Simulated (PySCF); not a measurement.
C6H9FSSi

Input

```
{"job": {"kind": "nmr", "xc": "PBE0", "basis": "pcSseg-1"}, "charge": 0, "multiplicity": 1}
C     -3.117407     0.652724    -0.134811
C     -1.835067     0.337726    -0.136390
C     -1.266474    -1.013720     0.219298
C      0.202539    -0.794463     0.047387
F      1.060693    -1.815612     0.285421
C      0.532211     0.432626    -0.339057
S      2.095814     1.150680    -0.665643
Si     3.524981    -0.431647    -0.297382
C     -0.705175     1.271647    -0.496059
H     -3.876841    -0.062730     0.129587
H     -3.456562     1.639355    -0.398371
H     -1.513796    -1.305493     1.244373
H     -1.637486    -1.802327    -0.442340
H      3.427872    -0.816160     1.100991
H      4.756618     0.284790    -0.592307
H      3.266231    -1.510176    -1.237530
H     -0.796045     1.645149    -1.519018
H     -0.670863     2.143948     0.161155
```

Command:

```sh
OMP_NUM_THREADS=1 python probes_run.py task.json out
```

Geometry: GFN2-xTB.

The calculation used PBE0/pcSseg-1, SCF density, gas phase, non-relativistic in PySCF.

What can the converged electron density and electron localisation function tell about the bonding?

C–C (1.32 Å): the density is about 2.3 e/Å³ at the midpoint; the ELF peaks at about 0.90 between the atoms: a multiple bond.
C–F (1.35 Å): the density is about 2.2 e/Å³ at the midpoint, with its minimum of 1.7 e/Å³ about 0.5 Å from C; the ELF peaks at about 0.85 between the atoms: a polar covalent bond.
C–S (1.75 Å): ρ at the midpoint is about 1.3 e/Å³; the ELF peaks at about 0.90 between the atoms, as expected for a shared electron pair.
Si–S (2.16 Å): ρ is about 0.81 e/Å³ halfway; the ELF peaks at about 0.95 between the atoms (a shared electron pair).

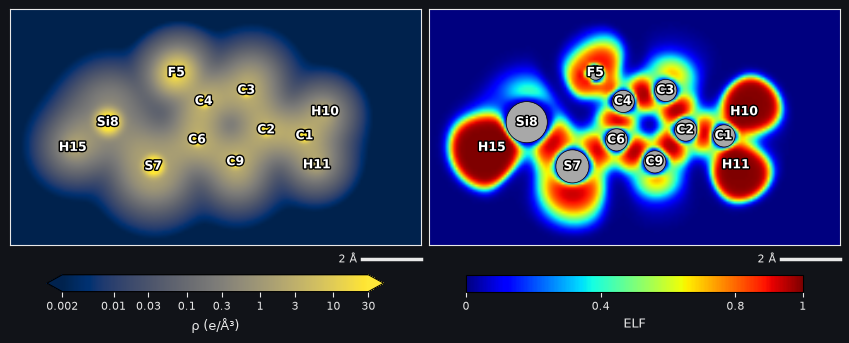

Computed electron density and electron localisation function on the plane of atoms C3, C2 and C9, in this order. Grey discs cover the atomic cores in the ELF map. 
